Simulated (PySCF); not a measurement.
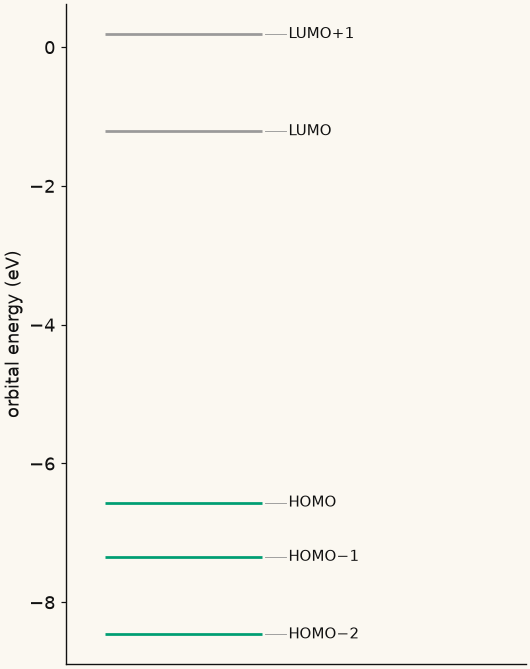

Kohn-Sham orbital energies near the frontier, B3LYP/def2-SVPD with PySCF, at a GFN2-xTB geometry (no frequency check), isolated molecule; empty levels in grey, levels within 0.03 eV side by side.

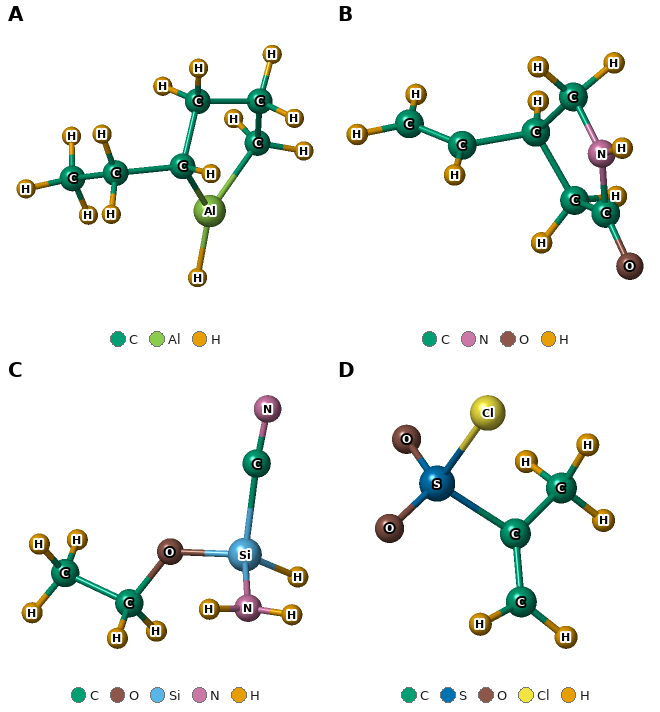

### Which molecule has this level scheme? The candidates are drawn in the second picture.

Structure A, C₆H₁₃Al, SMILES CC[C@@H]1CC[CH2][AlH]1, singlet. HOMO −6.57 eV, LUMO −1.21 eV, separation 5.35 eV.

Note: the tight-binding geometry is rougher than a DFT one and adds to the error; one conformer of a flexible molecule; empty levels above zero depend strongly on the basis.
